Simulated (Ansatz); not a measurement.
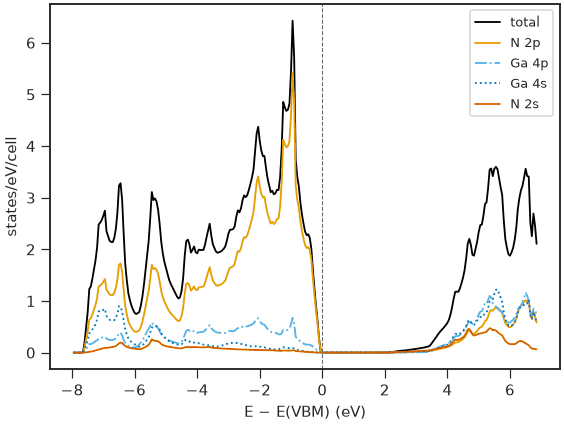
Fig. 1. Total and projected density of states of GaN in space group P6_222 (No. 180; Ga on 3d, N on 3c), DFT-r²SCAN in the program Ansatz with PAW potentials

Which orbitals carry the states next to the gap?

Top 1 eV of the valence band: N 2p 87 %, Ga 4p 8 %. Bottom 1 eV of the conduction band: N 2s 41 %, Ga 4s 36 %, N 2p 16 %, Ga 4p 6 %. Projections are on Löwdin-orthogonalised atomic valence shells; empty p or d shells of many metals are not among them.

Where is the tallest occupied peak in this window, and what makes it?

Near -0.9 eV, about 6.4 states/eV per cell; the largest projected share is N 2p.

The start of the workflow was typed in or built on a structure type; neither database checked (COD, Materials Project) lists it. It is not the phase usual at ambient conditions (space group No. 186, 216). The r²SCAN relaxation kept the symmetry of its start; whether a distortion lowers the energy is not shown. Spin–orbit coupling is left out wherever it is not named.

Potentials: the later of the program's two PAW sets.
